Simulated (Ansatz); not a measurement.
A periodic structure is given below.

```yaml
crystal:
  lattice:
    - [3.07662, 0.00000, 0.00000]
    - [-1.53831, 2.66443, 0.00000]
    - [0.00000, 0.00000, 15.09808]
  atoms:
    - { symbol: Si, position: [0.33333, 0.66667, 0.83299] }
    - { symbol: Si, position: [0.66667, 0.33333, 0.33299] }
    - { symbol: Si, position: [0.66667, 0.33333, 0.66650] }
    - { symbol: Si, position: [0.33333, 0.66667, 0.16650] }
    - { symbol: Si, position: [0.00000, 0.00000, 0.49973] }
    - { symbol: Si, position: [0.00000, 0.00000, 0.99973] }
    - { symbol: C, position: [0.00000, 0.00000, 0.87437] }
    - { symbol: C, position: [0.00000, 0.00000, 0.37437] }
    - { symbol: C, position: [0.33333, 0.66667, 0.70800] }
    - { symbol: C, position: [0.66667, 0.33333, 0.20800] }
    - { symbol: C, position: [0.66667, 0.33333, 0.54152] }
    - { symbol: C, position: [0.33333, 0.66667, 0.04152] }
```

What does this file describe?

The solid is SiC. The structure has P6_3mc (No. 186) symmetry and a primitive hexagonal lattice. One cell contains 6 Si, 6 C, 12 atoms in all. Si bonds to four C in a tetrahedral arrangement at 1.88 to 1.89 Å. Each C atom is coordinated by four Si in a tetrahedral arrangement at 1.88 to 1.89 Å. The bonds build a three-dimensional framework.

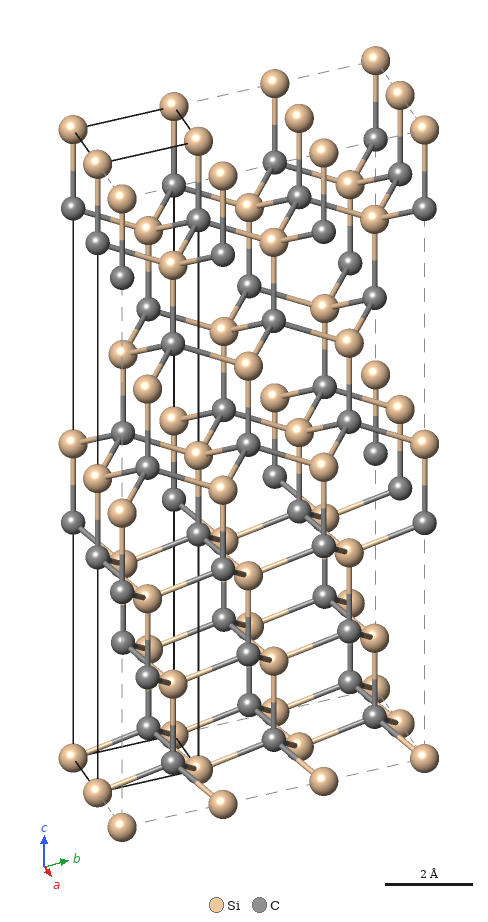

Drawn in the ball-and-stick manner and seen slightly off an axis. A block of 2×3×1 cells is shown, with one conventional unit cell in solid outline. Colours: silicon light orange, carbon grey.

Provenance: a structure listed in the Materials Project. Earlier steps of the study, as a rule a relaxation of our own, may have changed the cell and positions, so they can lie some per cent off the listed ones. It was the input of a calculation with Ansatz.
